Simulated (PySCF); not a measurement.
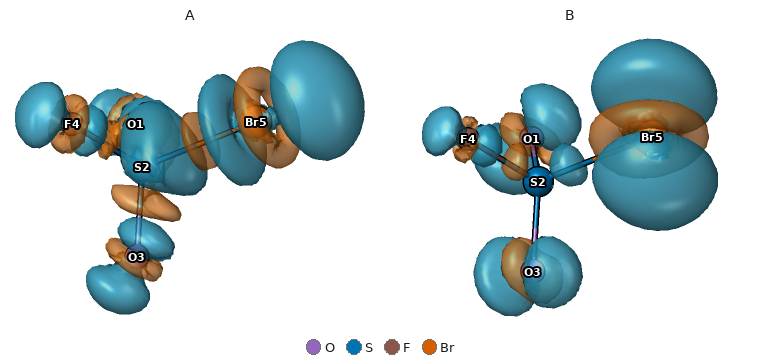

Figure. BrFO$_{2}$S, SMILES `O=S(=O)(F)Br`. The two Fukui functions at ±0.03 e/Å³ (light blue positive, orange negative).

Method: PBE0/def2-TZVP; geometry: GFN2-xTB; program: PySCF. No frequency check shows the geometry to be a minimum. GFN2-xTB bond lengths at metals and heavier atoms can be off by up to 0.1 Å and shapes distorted, which carries into these values.

Geometry (Å), atoms numbered from 1:

```
O1       1.2890   -0.6694    1.2387
S2       0.8671   -0.1457   -0.0018
O3       1.2908   -0.6408   -1.2521
F4       1.1701    1.4484    0.0162
Br5     -1.2869   -0.0064   -0.0003
```

> Which panel is f⁻ (electron removed) and which f⁺ (electron added)?

A is f⁺, B is f⁻. f⁻ (Hirshfeld-condensed) is largest on Br5 (0.55); the vertical ionisation energy is 11.92 eV (the stability of the cation's solution wasn't checked). f⁺ (Hirshfeld-condensed) is largest on Br5 (0.49); the vertical electron affinity is 0.51 eV (the stability of the anion's solution wasn't checked; the anion's highest orbital has positive energy, so this value and f⁺ depend on the basis).

> What chemical potential and hardness follow from the two energies?

μ = −(I + A)/2 = −6.22 eV and η = I − A = 11.41 eV.
